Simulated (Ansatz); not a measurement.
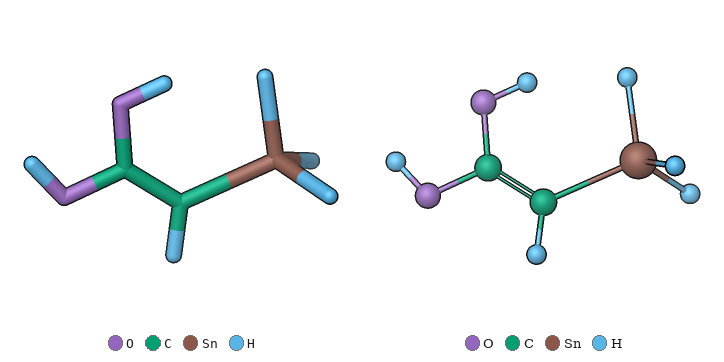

The same structure drawn twice, from different directions.

Computed geometry: PBE0-D4/def2-TZVP optimisation. No frequency run is at hand to confirm it as a minimum.

> Which formula does it have?

C₂H₆O₂Sn, 11 atoms: 2 carbon, 6 hydrogen, 2 oxygen and 1 tin.

> How many bonds of each kind are drawn?

3 Sn–H, 2 C–O, 2 O–H, 1 C–C, 1 C–Sn, 1 C–H.

> How many atoms are distinct by symmetry?

10: 1 O, 1 C, 1 O, 1 C, 1 Sn, 1 H, 1 H, 1 H, 1 H, 2 H.

> Give the symmetry (Schoenflies symbol).

Cs.

> Name some functional groups or characteristic bonds that it holds.

Among them: alkene.

More results for the same structure follow; atom numbers are the same in all pictures, views and colours differ.

### Charges

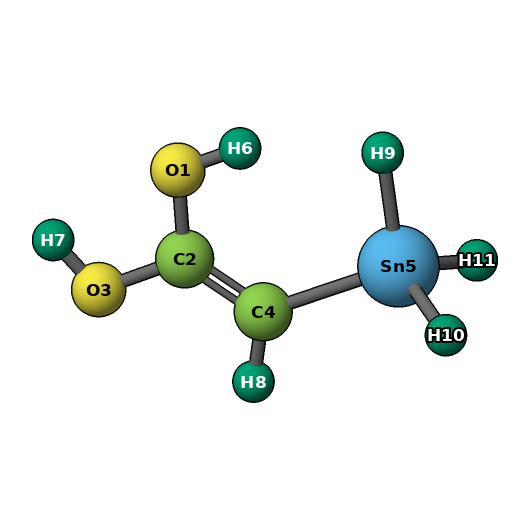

The questions are on Mulliken charges. No frequency run is at hand to confirm it as a minimum. Method: RKS r2SCAN-D4/def2-TZVPP, core potentials on Sn (Ansatz 0.2.0).

List the Mulliken charges.

```tsv
atom	value (e)
O1	−0.32
C2	0.40
O3	−0.30
C4	−0.52
Sn5	0.65
H6	0.21
H7	0.22
H8	0.07
H9	−0.17
H10	−0.13
H11	−0.13
```

### Levels of theory compared

No frequency run is at hand to confirm it as a minimum. Program: Ansatz 0.2.0.

Tabulate HOMO energy (eV) at these levels: B3LYP-D4/def2-TZVPP; PBE-D4/def2-TZVPP; PBE0-D4/def2-TZVPP; r2SCAN-D4/def2-TZVPP; ωB97M-V/def2-TZVPP; ωB97X-V/def2-TZVPP.

```json
{"level": "B3LYP-D4/def2-TZVPP", "HOMO energy (eV)": "−6.28"}
{"level": "PBE-D4/def2-TZVPP", "HOMO energy (eV)": "−5.29"}
{"level": "PBE0-D4/def2-TZVPP", "HOMO energy (eV)": "−6.48"}
{"level": "r2SCAN-D4/def2-TZVPP", "HOMO energy (eV)": "−5.51"}
{"level": "ωB97M-V/def2-TZVPP", "HOMO energy (eV)": "−8.69"}
{"level": "ωB97X-V/def2-TZVPP", "HOMO energy (eV)": "−8.78"}
```

### Dipole moment

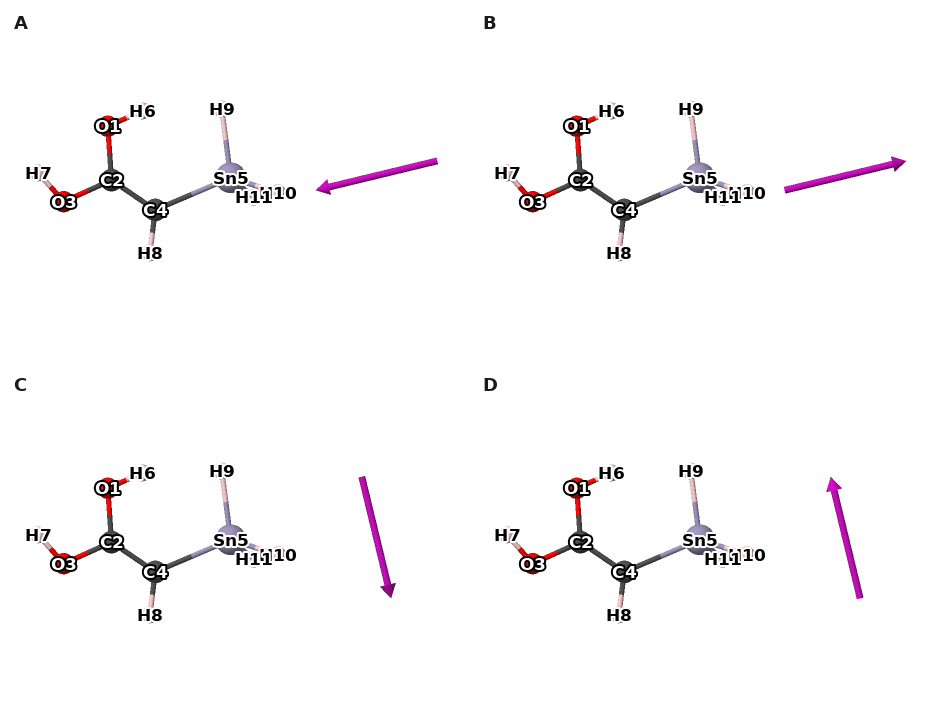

The same molecule four times, each with an arrow. No frequency run is at hand to confirm it as a minimum. Level of theory: RKS ωB97M-V/def2-TZVPP, core potentials on Sn (Ansatz 0.2.0).

> Which arrow points along the dipole moment, from the negative to the positive end?

D. The dipole moment is 1.09 D; it points from the side of H8 to the side of H6 (the outermost atoms at the two ends).

Mulliken values depend strongly on the basis set and can even reverse the polarity of a bond.
